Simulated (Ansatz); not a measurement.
# BPW2, from a guessed structure to a relaxed one, part 2 of 2

This structure for BPW2 is made up. Its elements were placed in a known structure type with a cell scaled to their sizes. What cell does the guess relax to, and how far off was it?

Ansatz 0.2.0; DFT, PBE, plane-wave PAW, files of the set soft_1, scalar-relativistic, no spin, cell and ions relaxed at zero pressure; PAW set soft_1 (the session's first sound run).

So far: The structure; Relaxation of the guess. The relaxed cell has a = 3.210, c = 17.898 Å (conventional setting).

## (3) Bands of the relaxed cell

A second self-consistent run takes a narrower smearing and the mesh shown in its input; the bands follow along the standard path of the relaxed lattice.

This step: DFT, PBE, plane-wave PAW, files of the set soft_1, scalar-relativistic, no spin, bands and density of states at the relaxed cell; PAW set soft_1 (Ansatz 0.2.0).

The input, input.yaml:

```yaml
crystal:
  lattice:
    - [1.6049698876, 0.9266297965, 5.966121365]
    - [-1.6049698876, 0.9266297965, 5.966121365]
    - [0.0, -1.8532595935, 5.966121365]
  atoms:
    - { symbol: W, position: [0.2700057878, 0.2700057878, 0.2700057878] }
    - { symbol: W, position: [0.7299942122, 0.7299942122, 0.7299942122] }
    - { symbol: P, position: [0.5, 0.5, 0.5] }
    - { symbol: B, position: [0.0, 0.0, 0.0] }
kpoints:
  mp_grid: { grid: [12, 12, 12] }
  band_path:
    path:
      - [[0.0, 0.0, 0.0], [0.5, 0.0, 0.0], [0.5, 0.18274856, -0.18274856]]
      - [[0.81725144, 0.5, 0.18274856], [0.5, 0.5, 0.5], [0.0, 0.0, 0.0], [0.34137428, 0.0, -0.34137428]]
      - [[0.65862572, 0.34137428, 0.0], [0.5, 0.5, 0.0], [0.65862572, 0.65862572, 0.18274856], [0.5, 0.5, 0.5]]
      - [[0.5, 0.0, 0.0], [0.81725144, 0.34137428, 0.34137428]]
    npoints: 8
scf:
  occupations: { method: fermi_dirac, width: 0.03 }
  n_extra_bands: 8
hamiltonian:
  xc: pbe
  pseudopotentials: { kind: paw, azcp: { folder: soft_1 } }
output:
  forces: true
  stress: true
  write_bands: true
  dos: { projected: true }
  write_density: true
  write_potential: true
  elf: true
  volumetric_format: npy
```

Command:

```bash
> ansatz run input.yaml --threads 4 --pin off --max-ram 8192MiB --backend cpu --events-out ev --progress --plain --runs-dir out
```

Numbers of over 12 decimals in the logs are rounded to 6 here.

The log of the run:

```text
[...]
Crystal: 4 atoms, lattice volume = 53.237 Å³
Basis set: ecut = 420 eV, 1045 PW (Γ), FFT grids on a1−a2, a2, −a2+a3, exchange–correlation on 48×90×48 points (8 copies of the dense FFT grid, shifted against one another)
Bands: 26, of which v1, the nominal top of the filled ones, is band 18 counted from 1 (17 counted from 0)
Symmetry: 12 space group operations
[...]
k-points: 189 of 1728
[...]
SCF iter   1: F=—  HF=-21686.881411 eV  |F-HF|=—  |Δ(HF+E_count)|=         —  Δρ=1.01e-1  dr2=1.16e1  ethr=3.10e-3  ⟨swp⟩=6.0  Hψ=23549  notcnv=0
[...]
SCF iter   8: F=-21683.929389 eV  HF=-21683.929389 eV  |F-HF|=1.06e-9  |Δ(HF+E_count)|=   6.69e-9  Δρ=2.35e-6  dr2=2.77e-9  ethr=2.78e-10  ⟨swp⟩=14.2  Hψ=31673  notcnv=0
SCF 1 converged in 8 iterations: F = -21683.929389 eV  dr2 = 2.77e-9
[...]
NSCF: frozen V_eff on 76 k-points
SCF converged after 8 iterations
Free energy (F): -21683.929389 eV
[...]
Internal energy: -21683.924676 eV  (E = F + TS)
E sigma→0 (E₀):  -21683.927032 eV
Entropy (-TS):   -0.004713 eV (-1.178 meV/atom)
Fermi energy:    17.790273 eV
[...]
--- Forces (eV/Å), atoms counted from 1 ---
  atom   1  W      0.00000000    -0.00000000     0.00693342
  atom   2  W      0.00000000     0.00000000    -0.00693342
  atom   3  P      0.00000000     0.00000000    -0.00000000
  atom   4  B      0.00000000     0.00000000     0.00000000
  max |Σ_I F_I| component: 9.25e-18 eV/Å
--- Stress (GPa, compression-positive) ---
        0.056656       0.000000       0.000000
        0.000000       0.056656       0.000000
        0.000000       0.000000      -0.152074
  P = ⅓ Tr σ = -0.0129 GPa (-0.129 kbar)
--- Band table (eV; the first three rows and the last of 189) ---
  k-point 0: bands = [... 14 lower, 15.9461, 15.9461, 16.3198, 17.3856, 17.3856, 19.0894, 19.0894, 19.8000, ... 4 higher]
  k-point 1: bands = [... 14 lower, 15.7235, 15.9636, 16.1932, 17.1706, 17.3066, 18.9780, 19.2181, 19.8048, ... 4 higher]
  k-point 2: bands = [... 14 lower, 15.1536, 15.7038, 15.8998, 16.9320, 17.4188, 18.7289, 19.4880, 19.9534, ... 4 higher]
  k-point 188: bands = [... 14 lower, 15.8620, 15.8620, 16.6109, 16.6109, 16.9351, 18.7756, 18.7756, 20.9990, ... 4 higher]
```

The job ended after 4.5 s (4 threads of Arm Neoverse V2, shared host; peak memory 0.49 GiB).

This step gave:

| Item | Value |
| --- | --- |
| free energy | -21683.9294 eV |
| energy at zero smearing | -21683.9270 eV |
| smearing term TS | 0.004713 eV |
| Fermi energy | 17.79 eV |
| pressure | -0.01292 GPa |

From bands.tsv, the bands that come nearest the Fermi level along the path, at its corners, in eV from the Fermi level:

```
point  band 15  band 16  band 17  band 18  band 19  band 20  band 21  band 22
    Γ    -1.84    -1.84    -1.47    -0.40    -0.40     1.30     1.30     2.01
    L    -3.79    -3.21    -2.15     0.95     1.53     1.99     2.30     2.84
   B1    -4.59    -3.22    -0.81    -0.67     0.55     0.93     2.04     2.48
    B    -4.59    -3.22    -0.81    -0.67     0.55     0.93     2.04     2.48
    Z    -1.93    -1.93    -1.18    -1.18    -0.86     0.99     0.99     3.21
    Γ    -1.84    -1.84    -1.47    -0.40    -0.40     1.30     1.30     2.01
    X    -4.64    -3.20    -0.88    -0.52     0.54     0.97     1.78     2.85
    Q    -4.64    -3.20    -0.88    -0.52     0.54     0.97     1.78     2.85
    F    -3.92    -2.79    -0.37     0.11     0.71     1.63     2.31     2.53
   P1    -4.00    -2.89    -0.93     0.49     1.08     1.72     1.99     2.73
    Z    -1.93    -1.93    -1.18    -1.18    -0.86     0.99     0.99     3.21
    L    -3.79    -3.21    -2.15     0.95     1.53     1.99     2.30     2.84
    P    -4.00    -2.89    -0.93     0.49     1.08     1.72     1.99     2.73
```

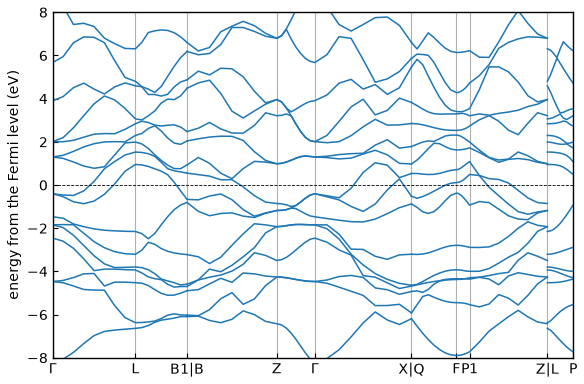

Bands along the path. 10 bands lie wholly below the window drawn.

States per cell as run, both spins, in windows of 1 eV, from dos.tsv (zero at the Fermi level): Near the top, bands beyond those computed are missing, so counts there can be too low.

| from | to | total |
| --- | --- | --- |
| -8 | -7 | 0.34 |
| -7 | -6 | 1.63 |
| -6 | -5 | 1.75 |
| -5 | -4 | 4.44 |
| -4 | -3 | 2.45 |
| -3 | -2 | 1.46 |
| -2 | -1 | 2.03 |
| -1 | 0 | 1.90 |
| 0 | 1 | 2.25 |
| 1 | 2 | 2.71 |
| 2 | 3 | 3.05 |
| 3 | 4 | 2.09 |
| 4 | 5 | 1.51 |

Below -8 eV lie 20.0 more states.

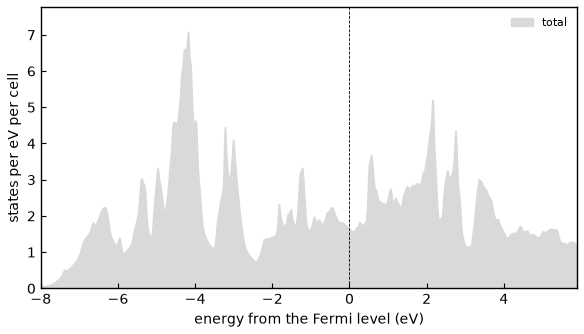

Total density of states, smoothed over about 0.04 eV.

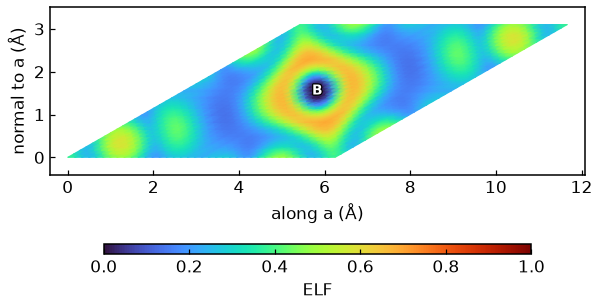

ELF in the ac plane of the cell as run, not the conventional one, at fractional y = 0.000, with atoms of B within 0.2 Å of it. It is the smooth field of the valence electrons, not physical close to the nuclei. The map starts off the cell's origin, so that atoms lie inside it.

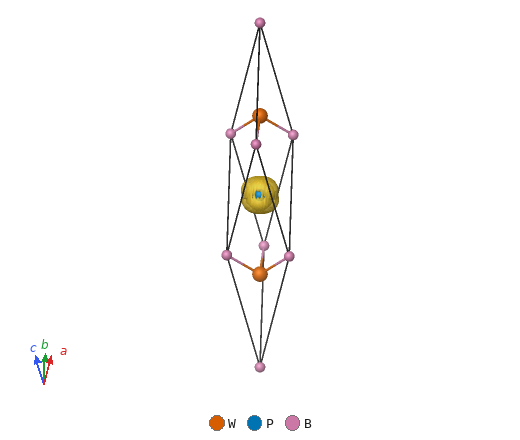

Surface of ELF = 0.74. Drawn on the cell as run, not the conventional one. Bonds to atoms that aren't drawn are left out.

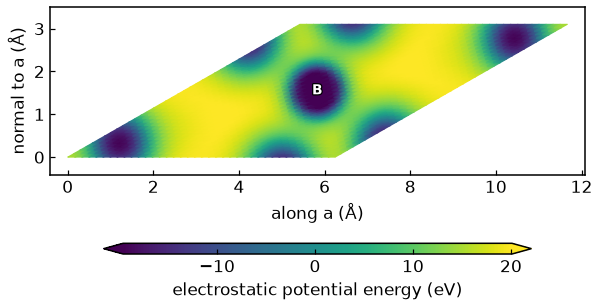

Electrostatic potential energy in the ac plane of the cell as run, not the conventional one, at fractional y = 0.000, with atoms of B within 0.2 Å of it. With pseudopotentials it is smooth inside the atoms' cores, unlike the true potential. The map starts off the cell's origin, so that atoms lie inside it.

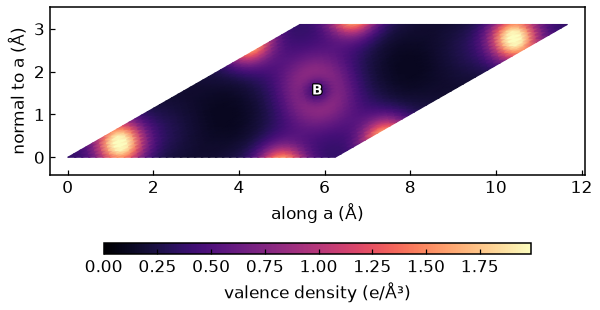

Valence density in the ac plane of the cell as run, not the conventional one, at fractional y = 0.000, with atoms of B within 0.2 Å of it. It is the smooth field of the valence electrons, not physical close to the nuclei. The map starts off the cell's origin, so that atoms lie inside it.

## (4) Outcome

```json
{"space group, relaxed": "R-3m", "conventional cell": "a = 3.210, b = 3.210, c = 17.898 Å; α = 90.0°, β = 90.0°, γ = 120.0°", "volume per atom": "13.31 Å³ (guess 14.32)"}
```

In words: BPW2 relaxes to R-3m with a = 3.210, b = 3.210 and c = 17.898 Å. The guessed volume was 8 % too large. The space group R-3m was held in the relaxation, so the end point is a stationary structure within it and may be a saddle against distortions or other arrangements. Bands cross the Fermi level, so it is a metal or semimetal at this level. On the 12×12×12 mesh with the narrower smearing (relaxed on 9×9×9) the largest force component is 0.007 eV/Å and the largest stress component is 0.152 GPa, against the relaxation's thresholds of 0.015 eV/Å and 0.05 GPa. The cutoff wasn't tested. Spin-orbit coupling is left out, which can matter for elements this heavy. No dispersion term is used, so weakly bound directions may come out too long. The runs have no spin, and magnetism wasn't tested. Nothing here tests whether the compound is stable against decomposition.

[Logs are printed without paths, hosts, clocks, repeated set-up lines and the standing remarks that a program may print on its own settings, such as how far it seeks lower states.]

[Hosts, paths, dates, database ids (printed as entryN), source tags and the programs' standing remarks are cut or masked in the printed files.]
